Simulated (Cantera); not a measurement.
Charge: 1 mol B₂O₃, 3.1 mol H₂O, 0.18 mol O₂, held at 1025 °C.

These are equilibrium values from Cantera (NASA tables, ideal gas, pure condensed phases), not measurements of a reactor. Candidate condensed phases: B, B₂O₃, B₃O₃H₃, H₂O; 23 gas species. Gases not in the tables: H₃BO₃. The numbers say what is thermodynamically allowed, not how fast it happens.

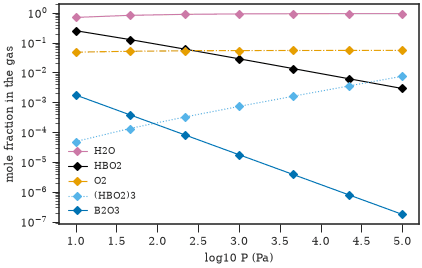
Fig. 1. Equilibrium gas composition (values under 1e-9 drawn at 1e-9)

Problem. Read off the mole fractions at 10.0 Pa.

Solution. H₂O about 0.70, HBO₂ about 0.25, O₂ about 0.048, B₂O₃ about 0.0018, (HBO₂)₃ about 4.8e-5.
